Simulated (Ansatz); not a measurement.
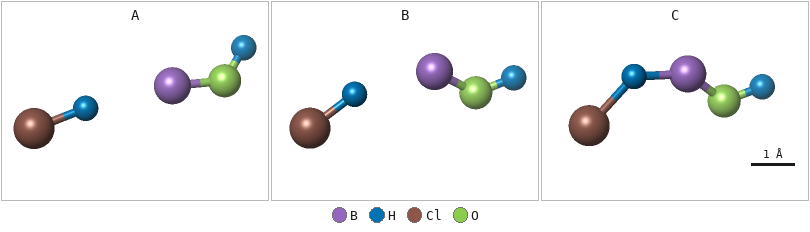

3 geometries from a converged minimum-energy path of BH$_{2}$OCl, shuffled. The picture is a ball-and-stick view, seen at a tilt.

Computed with RKS B3LYP/def2-SVP (Ansatz). Run with 7 movable images; climbing image; force threshold 0.03 eV/Å; iteration limit 60; starting path through a guess of the saddle point.

### Which frame is the top of the path?

C. In order along the path, whose images run from 0 to 8: C (image 3, +345.6 kJ/mol), B (image 5, +328.7 kJ/mol), A (image 7, +325.4 kJ/mol). Breaking: B–Cl (1.76 → 3.47 Å), B–H (1.21 → 2.16 Å). Forming: Cl–H (2.57 → 1.32 Å).
